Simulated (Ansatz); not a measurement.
# The potential step between two gates: antimonene bilayer, AB

Two oppositely charged gates put a neutral stack in a displacement field D. The voltage between them is D/ε₀ times an electrical distance, shorter than the real one because the stack screens.

How it was computed: Ansatz 0.2.0, plane waves with PAW datasets (its set soft_2), PBE-D3(BJ); isolated slab, charged sheets 5 Å from the outer atoms behind model barriers, atoms held. Voltages count from the uncharged case.

```tsv
run	D/ε₀ (V/nm)	step in an electron's potential, upper less lower gate (eV)
run 1	−1.810	−1.335
run 2	0.000	0.000
run 3	0.905	0.667
run 4	1.810	1.335
run 5	2.714	2.002
run 6	3.619	?
```

Q: Estimate the withheld value from the rows shown.

A least-squares line through the 5 rows shown has slope 0.7376 and intercept −0.0001; no row lies more than 0.001 eV off it. The size of the slope, 0.738 nm, is the electrical distance; the sheets are 1.549 nm apart, and screening reaches beyond the outer atoms. At 3.619 it gives 0.7376 × 3.619 + (−0.0001) = 2.669 eV, beyond the rows fitted. Rounding and scatter of the rows alone allow about ±0.001 eV there.

The run itself gives 2.669 eV: a miss of 0.000 eV, or 0.0 % of the value. Screening stays linear to within 1 % over this range.

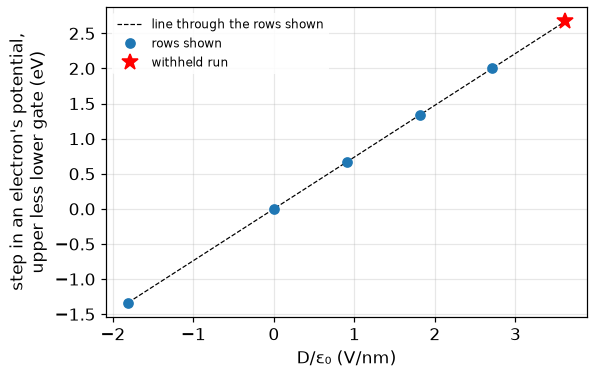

The fit and the withheld run.

Caveats: The gates are model sheets, not atoms. Spin-orbit coupling is left out, which changes the bands of elements this heavy.

[Logs are printed without paths, hosts, clocks, repeated set-up lines and the standing remarks that a program may print on its own settings, such as how far it seeks lower states.]
